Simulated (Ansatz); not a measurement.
```cif
data_structure
_symmetry_space_group_name_H-M 'P 1'
_symmetry_Int_Tables_number 1
_cell_length_a 7.6051
_cell_length_b 7.6051
_cell_length_c 7.6051
_cell_angle_alpha 90.000
_cell_angle_beta 90.000
_cell_angle_gamma 90.000
_cell_volume 439.86
loop_
_atom_site_label
_atom_site_type_symbol
_atom_site_fract_x
_atom_site_fract_y
_atom_site_fract_z
_atom_site_occupancy
Bi1 Bi 0.00000 0.00000 0.00000 1
Bi2 Bi 0.50000 0.50000 0.00000 1
Bi3 Bi 0.50000 0.00000 0.50000 1
Bi4 Bi 0.00000 0.50000 0.50000 1
Bi5 Bi 0.25000 0.25000 0.25000 1
Bi6 Bi 0.75000 0.75000 0.25000 1
Bi7 Bi 0.75000 0.25000 0.75000 1
Bi8 Bi 0.25000 0.75000 0.75000 1
Bi9 Bi 0.75000 0.25000 0.25000 1
Bi10 Bi 0.25000 0.75000 0.25000 1
Bi11 Bi 0.25000 0.25000 0.75000 1
Bi12 Bi 0.75000 0.75000 0.75000 1
S1 S 0.50000 0.00000 0.00000 1
S2 S 0.00000 0.50000 0.00000 1
S3 S 0.00000 0.00000 0.50000 1
S4 S 0.50000 0.50000 0.50000 1
```

Space group Fm-3m; a structure generated by program, which may or may not match a known phase; computed without spin polarisation.

These are results of DFT PBE, scalar-relativistic, plane waves, PAW (Ansatz), not measurements.

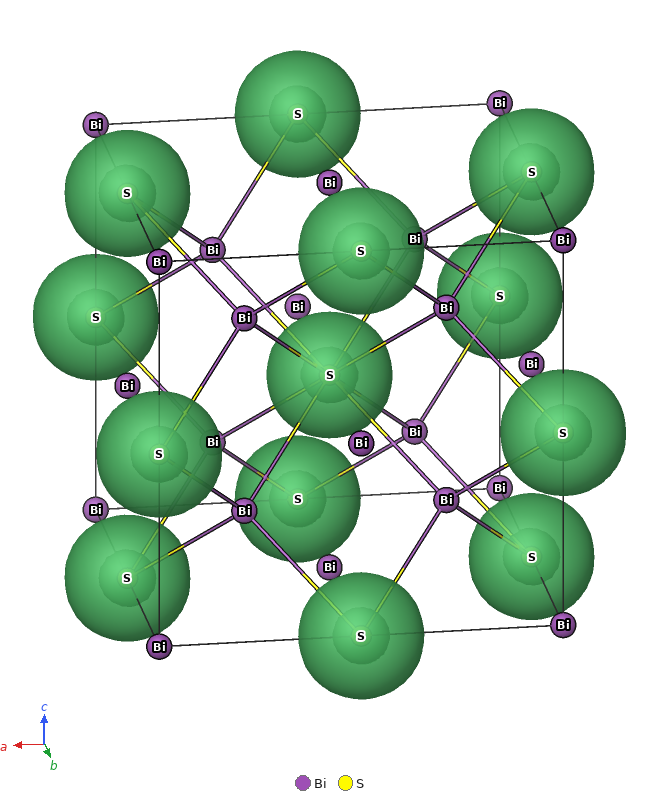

Bi₃S. Isosurface of the electron localisation function at 0.7 (green), seen at an oblique angle. Only the valence region is drawn (cores and ρ < 0.01 e/Å³ removed). Sticks mark near contacts.

In a PAW calculation such maps are meaningful between the atoms, not at the nuclei.

Identify the bonds, lone pairs and shells in this picture.

Answer. The ELF exceeds this value in four regions wrapped around S (the valence shell of each), counted in one cell of 16 atoms. Any copies at cell faces, edges or corners count once. Profiles from the grid: Bi–S (3.29 Å): the ELF is about 0.20 at the midpoint: no shared electron pair shows on this line.
